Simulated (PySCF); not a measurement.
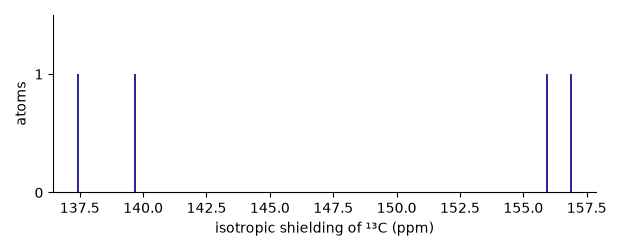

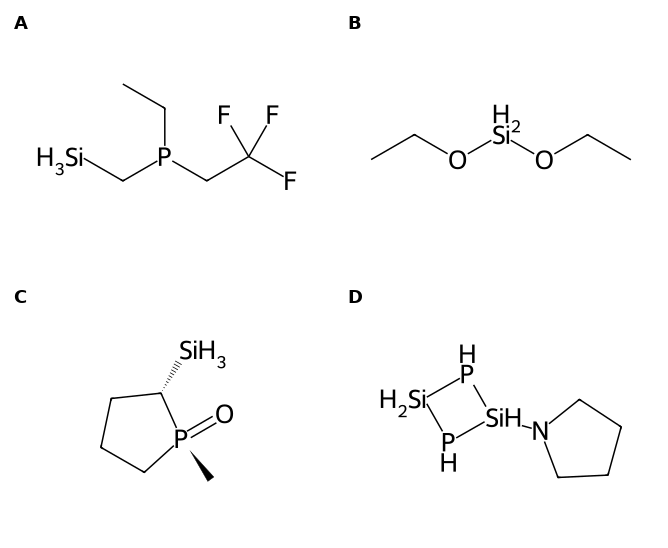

The sticks are computed shieldings of one of the molecules, for one fixed geometry (GFN2-xTB) without averaging over rotations. Low shielding means a high chemical shift. Method: GIAO PBE0/pcSseg-1 NMR shielding, non-relativistic, gas phase (PySCF 2.14.0).

Which molecule gives this pattern?

Answer. D, `C1CCN([SiH]2P[SiH2]P2)C1`. Its 4 C atoms give lines at 137.4, 139.7, 155.9, 156.9 ppm.

The geometry is semi-empirical. Around P, Si such bond lengths and angles can be off by a tenth of an ångström or more and by several degrees, and values that hang on the shape move with them.
